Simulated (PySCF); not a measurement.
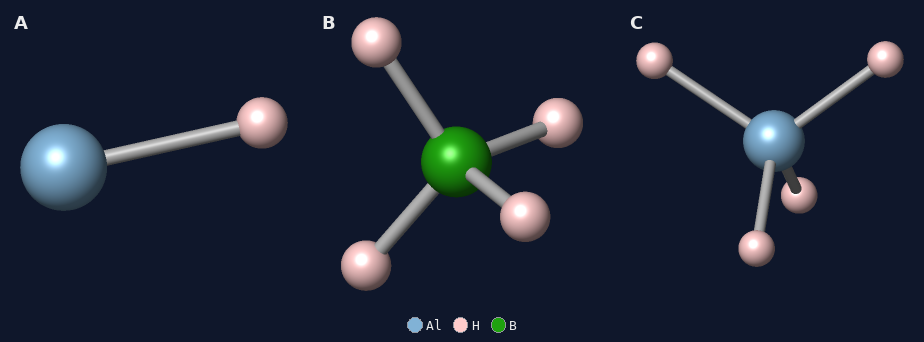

Simulated data, not a measurement (program: PySCF).

```xyz
5
charge -1, multiplicity 1
Al    0.0055    0.0016   -0.0166
H     0.5888    1.2090   -0.9721
H    -1.0712    0.6261    1.0613
H     1.2501   -0.7037    0.7986
H    -0.7449   -1.1245   -0.9544
```

**Which panel shows the molecule in this file?**

C. The file holds AlH4(-), `[AlH4-]`.
